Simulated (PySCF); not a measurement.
# SF with other numerical set-ups

Which parts of the numerical set-up matter for SF? Each run edits the base script.

Program: PySCF 2.14.0. Level of theory: method and basis as typed in the scripts. These are calculated values, not measurements.

2 further runs of the same task are left out: 2 that didn't finish.

**1. The system as given**

SF: 2 atoms, charge 0, spin multiplicity 2.

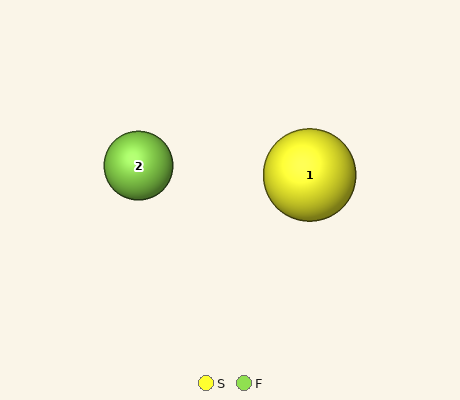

Start geometry, drawn with sulfur yellow, fluorine green; atoms are numbered from 1 in the order of the file.

**2. Base script**

File input.py:

```python
from pyscf import gto, scf

mol = gto.M(
    atom='S 0 0 0; F 0 0 1.84',
    basis='cc-pvdz-dk',
    charge=0,
    spin=1,
    verbose=4,
)
mf = scf.UHF(mol)
mf = mf.sfx2c1e()
mf.kernel()
mf.dip_moment()
print('orbital energies (hartree):', [e[max(0, n-3):n+3].round(4) for e, n in zip(mf.mo_energy, mol.nelec)])
```

Started as:

```
$ OMP_NUM_THREADS=1 python input.py
```

Its log is not repeated here.

In short: E(SCF) = -498.052610 Eh, 15 cycles, ⟨S²⟩ = 0.776, μ = 2.55 D.

The bond length is a typed value, not an optimised one.

**3. 6-31g* (X2C off)**

Edit 1 changes basis set: cc-pvdz-dk → 6-31g*; spin-free X2C: on → off.

File input.py:

```python
from pyscf import gto, scf

mol = gto.M(
    atom='S 0 0 0; F 0 0 1.84',
    basis='6-31g*',
    charge=0,
    spin=1,
    verbose=4,
)
mf = scf.UHF(mol)
mf.kernel()
mf.dip_moment()
print('orbital energies (hartree):', [e[max(0, n-3):n+3].round(4) for e, n in zip(mf.mo_energy, mol.nelec)])
```

Started as:

```
$ OMP_NUM_THREADS=1 python input.py
```

**4. Spin-free X2C off**

Edit 2 changes spin-free X2C: on → off.

input.py, as its differences from that of step 2:

```diff
@@ -10,3 +10,2 @@
 mf = scf.UHF(mol)
-mf = mf.sfx2c1e()
 mf.kernel()
```

**5. Jorge-dzp-dkh**

Edit 3 changes basis set: cc-pvdz-dk → jorge-dzp-dkh.

input.py, as its differences from that of step 2:

```diff
@@ -4,3 +4,3 @@
     atom='S 0 0 0; F 0 0 1.84',
-    basis='cc-pvdz-dk',
+    basis='jorge-dzp-dkh',
     charge=0,
```

**6. 6-311++g** (X2C off)**

Edit 4 changes basis set: cc-pvdz-dk → 6-311++g**; spin-free X2C: on → off.

input.py, as its differences from that of step 2:

```diff
@@ -4,3 +4,3 @@
     atom='S 0 0 0; F 0 0 1.84',
-    basis='cc-pvdz-dk',
+    basis='6-311++g**',
     charge=0,
@@ -10,3 +10,2 @@
 mf = scf.UHF(mol)
-mf = mf.sfx2c1e()
 mf.kernel()
```

**7. Cc-pvdz (X2C off)**

Edit 5 changes basis set: cc-pvdz-dk → cc-pvdz; spin-free X2C: on → off.

input.py, as its differences from that of step 2:

```diff
@@ -4,3 +4,3 @@
     atom='S 0 0 0; F 0 0 1.84',
-    basis='cc-pvdz-dk',
+    basis='cc-pvdz',
     charge=0,
@@ -10,3 +10,2 @@
 mf = scf.UHF(mol)
-mf = mf.sfx2c1e()
 mf.kernel()
```

**8. Def2-svpd (X2C off)**

Edit 6 changes basis set: cc-pvdz-dk → def2-svpd; spin-free X2C: on → off.

input.py, as its differences from that of step 2:

```diff
@@ -4,3 +4,3 @@
     atom='S 0 0 0; F 0 0 1.84',
-    basis='cc-pvdz-dk',
+    basis='def2-svpd',
     charge=0,
@@ -10,3 +10,2 @@
 mf = scf.UHF(mol)
-mf = mf.sfx2c1e()
 mf.kernel()
```

Before running it: what results should come out? Wanted: for each run, E(SCF); from base; gap, α spin; SCF dipole.

**Answer**, as computed:

| run | E(SCF) (hartree) | from base (eV) | cycles | gap, α spin (eV) | SCF dipole (D) | functions |
| --- | --- | --- | --- | --- | --- | --- |
| base | -498.052610 | 0 | 15 | 12.91 | 2.55 | 32 |
| 6-31g* (X2C off) | -496.855954 | not comparable | 15 | 12.88 | 2.41 | 32 |
| spin-free X2C off (poor choice) | -496.620192 | not comparable | 15 | 12.91 | 2.54 | 32 |
| jorge-dzp-dkh | -498.074582 | -0.5979 | 15 | 12.76 | 2.74 | 39 |
| 6-311++g** (X2C off) | -496.915162 | not comparable | 15 | 12.28 | 2.79 | 52 |
| cc-pvdz (X2C off) | -496.886126 | not comparable | 15 | 12.91 | 2.55 | 32 |
| def2-svpd (X2C off) | -496.684347 | not comparable | 14 | 12.19 | 2.51 | 50 |

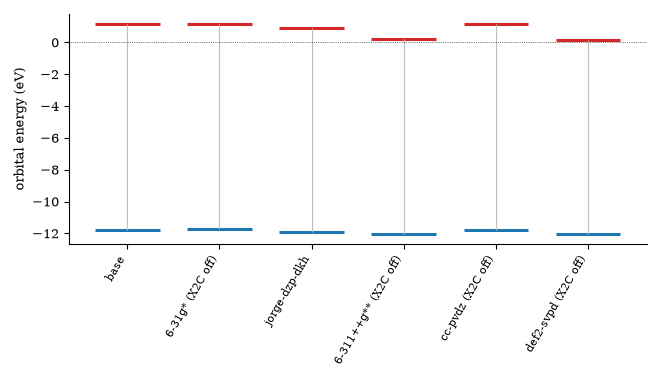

Frontier levels by run: filled blue, empty red. Open-shell runs show the α spin alone. Unsound runs are left out.

**Reading.** jorge-dzp-dkh (39 functions) gives an energy 0.60 eV lower than cc-pvdz-dk (32). Rows marked «poor choice» come from settings spoiled on purpose.
